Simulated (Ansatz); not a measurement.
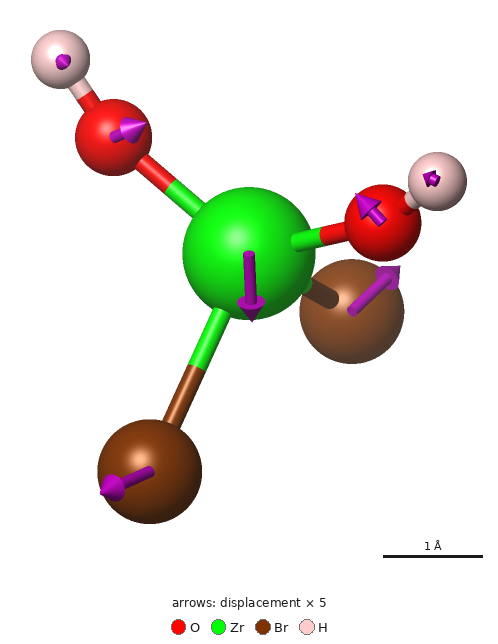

This is a relaxation of ZrH2O2Br2. The starting structure is drawn; purple arrows show the displacements, magnified 5 times. The two geometries are superimposed by the best rigid fit.

Style: ball-and-stick. Shown at a tilt.

The start comes from GFN2-xTB.

Theory: RKS PBE0-D4/def2-TZVP in Ansatz.

Input
```yaml
crystal:
  periodic: [false, false, false]
  atoms:
    - {symbol: O, position_ang: [-1.242820, 0.760220, 0.955490]}
    - {symbol: Zr, position_ang: [-0.022030, 0.047310, -0.221310]}
    - {symbol: O, position_ang: [1.405950, -1.002310, 0.274440]}
    - {symbol: Br, position_ang: [-1.293730, -1.190570, -1.970220]}
    - {symbol: Br, position_ang: [0.849280, 1.907120, -1.631940]}
    - {symbol: H, position_ang: [-1.702330, 0.984510, 1.766260]}
    - {symbol: H, position_ang: [2.005690, -1.506290, 0.827270]}
basis:
  gaussian: {orbitals: def2-TZVP}
hamiltonian: {xc: pbe0, dispersion: d4}
relax: {f_tol: 0.005, max_steps: 150}
```

Run as
```bash
ansatz run in.yaml --threads 4 --pin off --events-out ev --progress --plain --max-ram 11315MiB
```

Q: What did the optimiser do to the structure, and how much energy did it gain?

A: The largest moves after the best rigid fit, 0.18 Å, are those of Br4 and Br5. By element the largest moves are Br 0.18 Å, Zr 0.16 Å, O 0.10 Å, H 0.04 Å. Some distances before and after: O1–Zr2 1.839 → 1.890 Å, Zr2–Br4 2.492 → 2.515 Å, O1–H6 0.959 → 0.953 Å. Bond angles that change, for instance: O1–Zr2–O3 124.3° → 110.6°, Br4–Zr2–Br5 98.7° → 110.6°, Zr2–O3–H7 160.1° → 171.7°. Over 8 geometry steps the energy falls by 28.3 kJ/mol. The largest force component goes from 2.8 to 0.00015 eV/Å. The forces were under the threshold at step 6, but the run went on from there.
